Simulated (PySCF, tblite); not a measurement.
# C5H6F3NO: a rotation path, then NMR shifts on frames

How do NMR shifts of C5H6F3NO (`CC(=O)NCC(F)=C(F)F`) change as the atoms move?

Programs: tblite 0.8.0 and PySCF 2.14.0, with density-fitted response routines of our own. Each step states its level of theory. These are calculated values for one molecule in the gas phase, unless marked as measured. Atoms count from 0, in the outputs and in this text.

**1. Starting geometry**

16 atoms, charge 0, multiplicity 1; geometry from: GFN2-xTB.

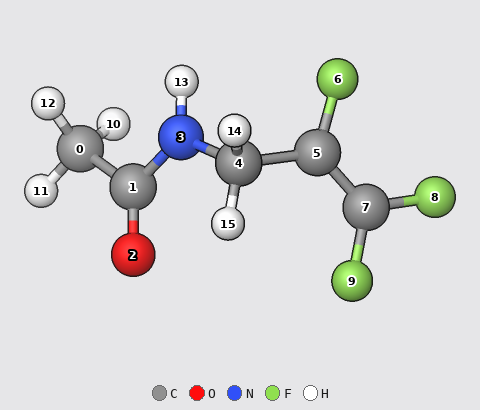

As it starts; carbon grey, oxygen red, nitrogen blue, fluorine green, hydrogen white, atoms numbered.

**2. The rotation path with GFN2-xTB**

The job: settings as JSON, then the geometry in Å.

```
{"job": {"kind": "neb", "xc": "GFN2-xTB", "basis": "xTB", "atoms": [5, 4, 3, 1], "turn": 120}, "charge": 0, "multiplicity": 1}
C      2.632666    -0.084065    -0.730036
C      1.152073    -0.137790    -1.026937
O      0.650771    -0.819344    -1.889128
N      0.413404     0.686098    -0.231786
C     -1.028631     0.724846    -0.304355
C     -1.647882     0.133587     0.929028
F     -1.390152     0.811207     2.069046
C     -2.366902    -0.978867     0.998470
F     -2.889089    -1.495210     2.099623
F     -2.682373    -1.707499    -0.058871
H      2.823005    -0.459759     0.273276
H      3.162973    -0.702351    -1.448012
H      2.994840     0.939246    -0.796140
H      0.855825     1.194276     0.517655
H     -1.368094     1.761806    -0.408928
H     -1.320031     0.142764    -1.182404
```

Method: GFN2-xTB climbing-image nudged elastic band, gas phase.

The run is started by

```console
$ OMP_NUM_THREADS=1 python probes_run.py task.json out
```

The driver reads the jobs from task.json and runs them one after another.

The log of the run:

```text
image   E - E0 / eV
  0      -0.0000
  1       0.0094
  2       0.0345
  3       0.0652
  4       0.0841
  5       0.0735
  6       0.0442
  7       0.0211
  8       0.0138
```

Wall time 12 s (1 thread, shared host).

The final band, with the dihedral C5–C4–N3–C1:

| image | dihedral (°) | energy (eV) | energy (kcal/mol) |
| --- | --- | --- | --- |
| 0 | 110 | 0.000 | 0.0 |
| 1 | 129 | 0.009 | 0.2 |
| 2 | 148 | 0.034 | 0.8 |
| 3 | 165 | 0.065 | 1.5 |
| 4 | 181 | 0.084 | 1.9 |
| 5 | 196 | 0.073 | 1.7 |
| 6 | 213 | 0.044 | 1.0 |
| 7 | 229 | 0.021 | 0.5 |
| 8 | 243 | 0.014 | 0.3 |

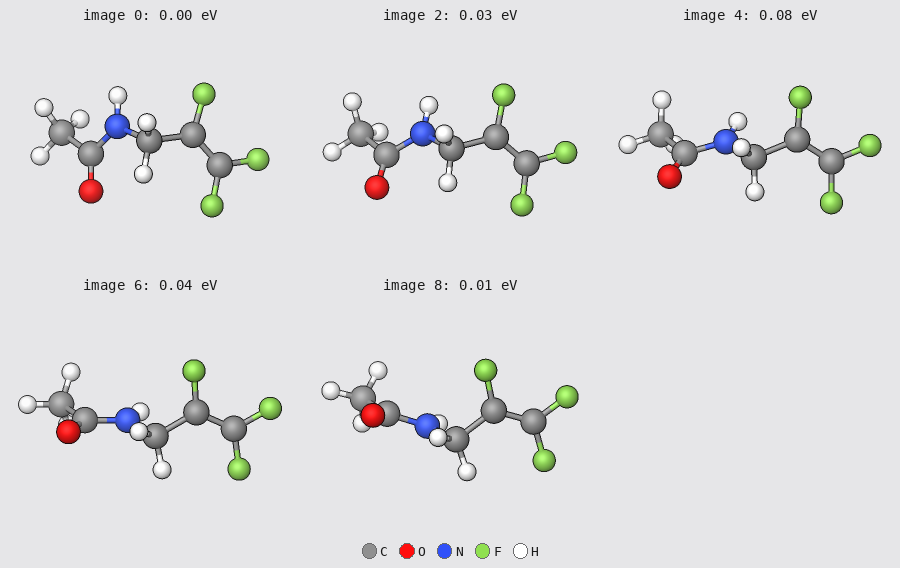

Images along the band.

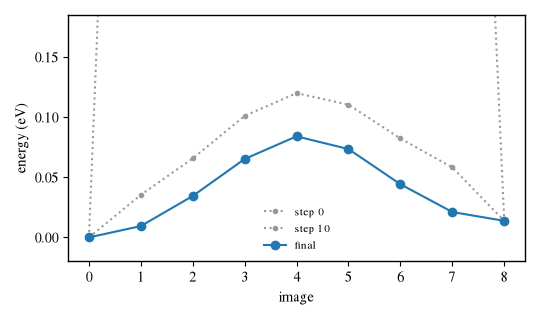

Energy along the band, early and final.

**3. NMR shieldings: image 0, PBE0/pcSseg-1**

The job: settings as JSON, then the geometry in Å.

```
{"job": {"kind": "nmr", "xc": "PBE0", "basis": "pcSseg-1", "pop": false}, "charge": 0, "multiplicity": 1}
C      2.632700    -0.084100    -0.730000
C      1.152100    -0.137800    -1.026900
O      0.650800    -0.819300    -1.889100
N      0.413400     0.686100    -0.231800
C     -1.028600     0.724800    -0.304400
C     -1.647900     0.133600     0.929000
F     -1.390200     0.811200     2.069000
C     -2.366900    -0.978900     0.998500
F     -2.889100    -1.495200     2.099600
F     -2.682400    -1.707500    -0.058900
H      2.823000    -0.459800     0.273300
H      3.163000    -0.702400    -1.448000
H      2.994800     0.939200    -0.796100
H      0.855800     1.194300     0.517700
H     -1.368100     1.761800    -0.408900
H     -1.320000     0.142800    -1.182400
```

Level: GIAO PBE0/pcSseg-1 NMR shielding, non-relativistic, gas phase.

The log of the run:

```text
coarse grid: 14560 points
cycle   1  E = -622.6181082579  dE =  1.751e+00  |g| = 1.073e+00  |ddm| = 3.630e+00
cycle   2  E = -622.0558443049  dE =  5.623e-01  |g| = 2.028e+00  |ddm| = 2.668e+00
cycle   3  E = -622.8141259719  dE = -7.583e-01  |g| = 2.868e-01  |ddm| = 2.076e+00
cycle   4  E = -622.8280233060  dE = -1.390e-02  |g| = 1.200e-01  |ddm| = 2.758e-01
cycle   5  E = -622.8305230406  dE = -2.500e-03  |g| = 2.689e-02  |ddm| = 9.277e-02
cycle   6  E = -622.8306650772  dE = -1.420e-04  |g| = 8.450e-03  |ddm| = 2.705e-02
cycle   7  E = -622.8306787945  dE = -1.372e-05  |g| = 2.989e-03  |ddm| = 8.037e-03
cycle   8  E = -622.8306804229  dE = -1.628e-06  |g| = 7.318e-04  |ddm| = 2.556e-03
final grid: 145288 points
cycle   9  E = -622.9159777882  dE = -3.894e-05  |g| = 1.306e-02  |ddm| = 2.868e-02
cycle  10  E = -622.9158988074  dE =  7.898e-05  |g| = 2.441e-02  |ddm| = 2.520e-02
cycle  11  E = -622.9160097657  dE = -1.110e-04  |g| = 2.515e-03  |ddm| = 1.809e-02
cycle  12  E = -622.9160110175  dE = -1.252e-06  |g| = 4.230e-04  |ddm| = 2.096e-03
cycle  13  E = -622.9160110379  dE = -2.039e-08  |g| = 1.739e-04  |ddm| = 3.825e-04
cycle  14  E = -622.9160110429  dE = -5.037e-09  |g| = 3.022e-05  |ddm| = 1.354e-04
cycle  15  E = -622.9160110431  dE = -1.942e-10  |g| = 8.246e-06  |ddm| = 2.922e-05
converged SCF energy = -622.9160110431

GIAO shielding tensors (ppm)
atom      isotropic    diamagn.    paramagn.     s11        s22        s33       span
  0 C      163.032     250.376     -87.344    137.557    156.019    195.520     57.963
  1 C       18.215     247.187    -228.972    -75.069     32.769     96.944    172.014
  2 O      -91.355     403.051    -494.406   -416.216   -200.658    342.810    759.026
  3 N      141.330     331.428    -190.098     38.213    160.173    225.603    187.391
  4 C      148.886     246.110     -97.224    124.355    156.096    166.207     41.852
  5 C       48.713     252.760    -204.047     11.841     50.917     83.379     71.538
  6 F      369.746     473.693    -103.947    313.273    373.157    422.808    109.536
  7 C       20.673     250.638    -229.965    -37.796     42.303     57.513     95.309
  8 F      277.880     468.916    -191.036    256.995    286.057    290.588     33.593
  9 F      290.812     474.799    -183.987    256.104    294.399    321.934     65.830
 10 H       29.690      30.111      -0.421     25.855     29.200     34.016      8.161
 11 H       29.796      27.484       2.312     25.724     28.002     35.663      9.939
 12 H       29.711      28.577       1.135     25.820     29.023     34.291      8.472
 13 H       26.554      36.839     -10.284     20.359     29.010     30.294      9.935
 14 H       28.132      28.501      -0.369     22.343     27.330     34.724     12.381
 15 H       26.265      31.149      -4.884     22.618     26.957     29.220      6.602
```

It took 2.2 min on 1 thread, shared host.

Shifts follow as δ = σ(reference) − σ, with reference shieldings (ppm) from runs at the same level and on the same kind of geometry: 1H TMS 31.72, 13C TMS 186.9, 19F CFCl3 170.9, 15N NH3 267.7, 17O H2O 336.1. The references are single molecules in the gas phase, so shifts against H2O, NH3, PH3, H3PO4 or CFCl3 are not on the usual liquid scales and can be off by tens of ppm. Each atom is listed at this fixed geometry, with no averaging over motion; a spectrum would average atoms that exchange fast.

| atoms | environment | σ (ppm) | δ (ppm) |
| --- | --- | --- | --- |
| C1 | amide carbonyl carbon | 18.2 | 168.7 |
| C7 | fully substituted alkene carbon | 20.7 | 166.3 |
| C5 | fully substituted alkene carbon | 48.7 | 138.2 |
| C4 | allylic sp3 CH2 bonded to N | 148.9 | 38.0 |
| C0 | methyl carbon α to a carbonyl | 163.0 | 23.9 |
| H15 | hydrogen on an allylic sp3 CH2 bonded to N | 26.27 | 5.45 |
| H13 | hydrogen on an amide-type nitrogen | 26.55 | 5.16 |
| H14 | hydrogen on an allylic sp3 CH2 bonded to N | 28.13 | 3.58 |
| H10 | hydrogen on a methyl carbon α to a carbonyl | 29.69 | 2.03 |
| H12 | hydrogen on a methyl carbon α to a carbonyl | 29.71 | 2.01 |
| H11 | hydrogen on a methyl carbon α to a carbonyl | 29.80 | 1.92 |
| O2 | amide-type carbonyl oxygen | -91.4 | 427.4 |
| N3 | amide-type nitrogen | 141.3 | 126.4 |
| F8 | vinylic fluorine | 277.9 | -106.9 |
| F9 | vinylic fluorine | 290.8 | -119.9 |
| F6 | vinylic fluorine | 369.7 | -198.8 |

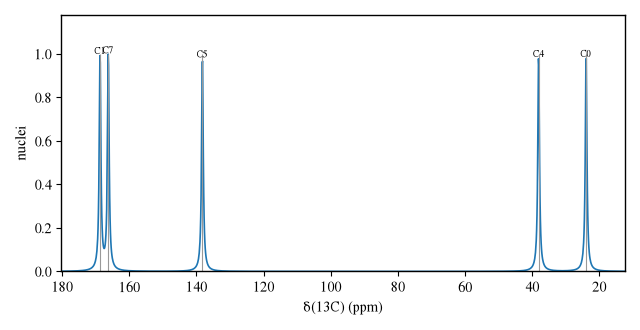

13C lines at the computed shifts, without couplings. Lines are broadened to a width of 0.58 ppm (Lorentzian).

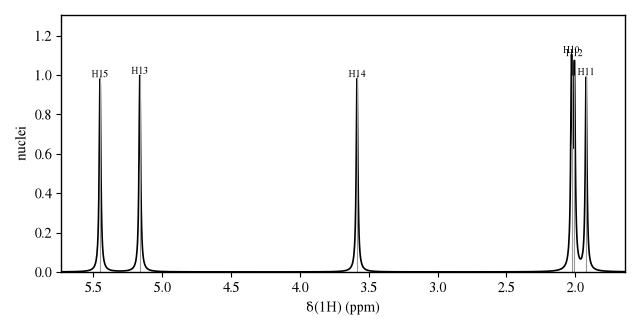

1H lines at the computed shifts, without couplings. Lines are broadened to a width of 0.01 ppm (Lorentzian).

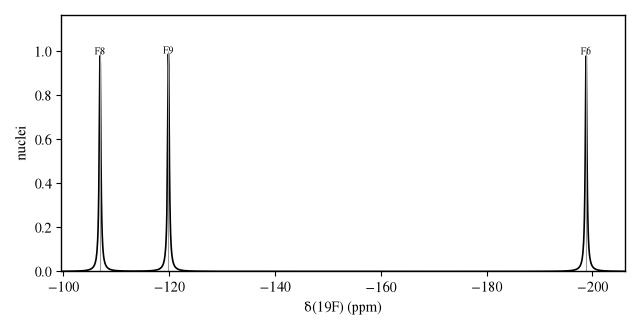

19F lines at the computed shifts, without couplings. Lines are broadened to a width of 0.37 ppm (Lorentzian).

The fields below are evaluated on a grid from the run's orbitals.

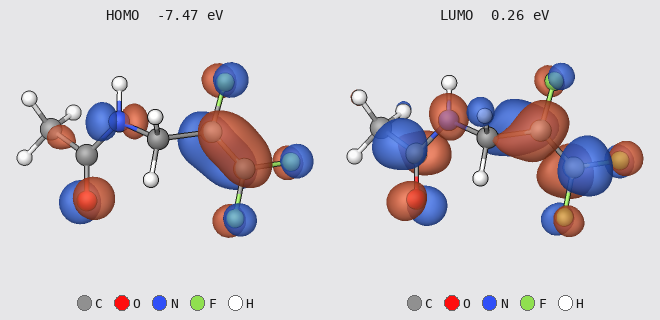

Frontier orbitals at PBE0/pcSseg-1; each surface holds 70 % of the orbital's density, blue and red mark the sign.

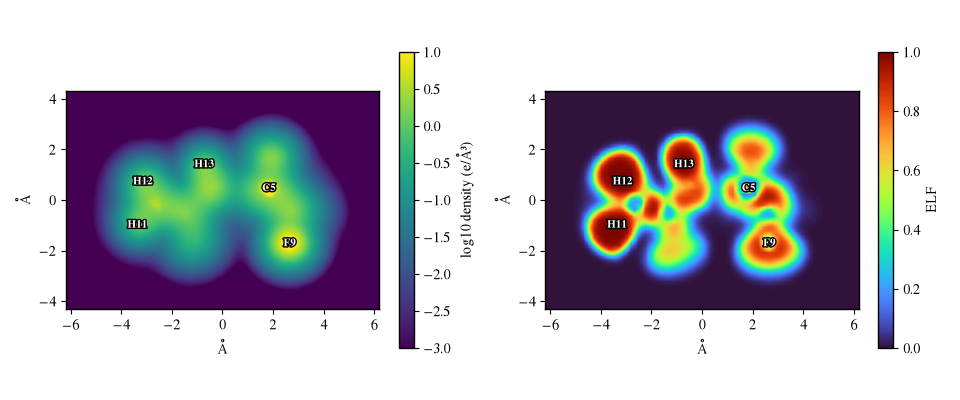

Density (left) and ELF (right) in a plane through or near 5 of the atoms.

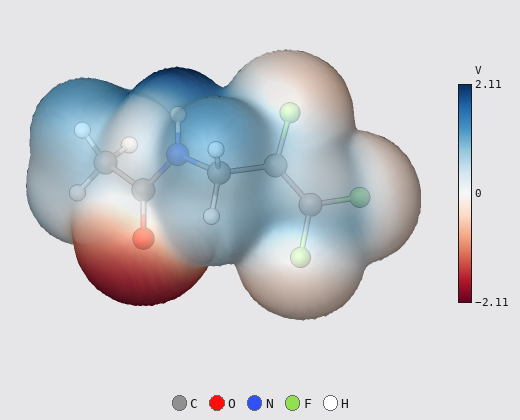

The potential that a unit positive charge feels on the 0.002 e/bohr³ surface, from the 1st to the 99th percentile, from -1.85 V near O2 to 2.11 V near H13.

**4. NMR shieldings: image 2, PBE0/pcSseg-1**

The job: settings as JSON, then the geometry in Å.

```
{"job": {"kind": "nmr", "xc": "PBE0", "basis": "pcSseg-1", "pop": false}, "charge": 0, "multiplicity": 1}
C      2.698600    -0.018800    -0.764000
C      1.242900     0.017000    -1.168400
O      0.826100    -0.274000    -2.264700
N      0.417500     0.401600    -0.158100
C     -1.014100     0.514200    -0.343600
C     -1.719100     0.174800     0.930100
F     -1.497800     1.047800     1.936400
C     -2.485300    -0.883500     1.159600
F     -3.092900    -1.167900     2.299400
F     -2.753000    -1.795400     0.238300
H      2.840300    -0.735900     0.041500
H      3.300000    -0.315500    -1.617600
H      3.019700     0.961600    -0.419700
H      0.795600     0.713300     0.722800
H     -1.287600     1.538800    -0.634000
H     -1.298500    -0.169300    -1.147600
```

With the program's defaults for keys left out, this is: GIAO PBE0/pcSseg-1 NMR shielding, non-relativistic, gas phase.

The log of the run:

```text
coarse grid: 14560 points
cycle   1  E = -622.6153769667  dE =  1.756e+00  |g| = 1.075e+00  |ddm| = 3.631e+00
cycle   2  E = -622.0212482089  dE =  5.941e-01  |g| = 2.060e+00  |ddm| = 2.653e+00
cycle   3  E = -622.8125375179  dE = -7.913e-01  |g| = 2.892e-01  |ddm| = 2.067e+00
cycle   4  E = -622.8262924223  dE = -1.375e-02  |g| = 1.278e-01  |ddm| = 2.834e-01
cycle   5  E = -622.8291266627  dE = -2.834e-03  |g| = 2.673e-02  |ddm| = 9.582e-02
cycle   6  E = -622.8292644246  dE = -1.378e-04  |g| = 9.116e-03  |ddm| = 2.693e-02
cycle   7  E = -622.8292806366  dE = -1.621e-05  |g| = 3.089e-03  |ddm| = 8.626e-03
cycle   8  E = -622.8292823781  dE = -1.741e-06  |g| = 8.221e-04  |ddm| = 2.639e-03
final grid: 145288 points
cycle   9  E = -622.9149121269  dE = -3.683e-05  |g| = 1.275e-02  |ddm| = 2.895e-02
cycle  10  E = -622.9148357604  dE =  7.637e-05  |g| = 2.391e-02  |ddm| = 2.497e-02
cycle  11  E = -622.9149431508  dE = -1.074e-04  |g| = 2.403e-03  |ddm| = 1.774e-02
cycle  12  E = -622.9149443216  dE = -1.171e-06  |g| = 4.281e-04  |ddm| = 2.021e-03
cycle  13  E = -622.9149443424  dE = -2.088e-08  |g| = 1.737e-04  |ddm| = 3.851e-04
cycle  14  E = -622.9149443471  dE = -4.693e-09  |g| = 3.435e-05  |ddm| = 1.335e-04
cycle  15  E = -622.9149443474  dE = -2.494e-10  |g| = 7.812e-06  |ddm| = 3.123e-05
converged SCF energy = -622.9149443474

GIAO shielding tensors (ppm)
atom      isotropic    diamagn.    paramagn.     s11        s22        s33       span
  0 C      163.172     250.123     -86.951    137.268    156.484    195.765     58.497
  1 C       18.315     246.364    -228.049    -73.229     31.868     96.306    169.535
  2 O      -93.427     402.174    -495.601   -417.763   -200.963    338.446    756.209
  3 N      141.096     331.499    -190.403     38.873    152.748    231.667    192.794
  4 C      147.079     245.164     -98.085    128.762    151.552    160.923     32.161
  5 C       49.559     252.836    -203.277     11.781     54.083     82.813     71.031
  6 F      366.922     473.480    -106.558    308.060    370.446    422.259    114.199
  7 C       20.243     251.024    -230.781    -40.045     43.524     57.250     97.295
  8 F      276.528     468.563    -192.035    253.133    286.180    290.271     37.138
  9 F      290.638     474.892    -184.254    255.348    294.327    322.239     66.891
 10 H       29.615      29.904      -0.290     25.731     29.252     33.861      8.130
 11 H       29.864      27.096       2.768     25.845     27.995     35.752      9.906
 12 H       29.785      28.840       0.945     25.903     29.223     34.227      8.324
 13 H       26.758      37.386     -10.628     20.053     28.755     31.465     11.412
 14 H       27.852      28.690      -0.838     22.610     26.622     34.324     11.713
 15 H       26.693      31.460      -4.767     22.260     27.897     29.922      7.662
```

Run time: 2 min. Hardware: 1 thread, shared host.

Key values: δ C1 168.6, C7 166.7, C5 137.4, C4 39.8, H15 5.02, H13 4.96 ppm.

[end of part 1 of 2]
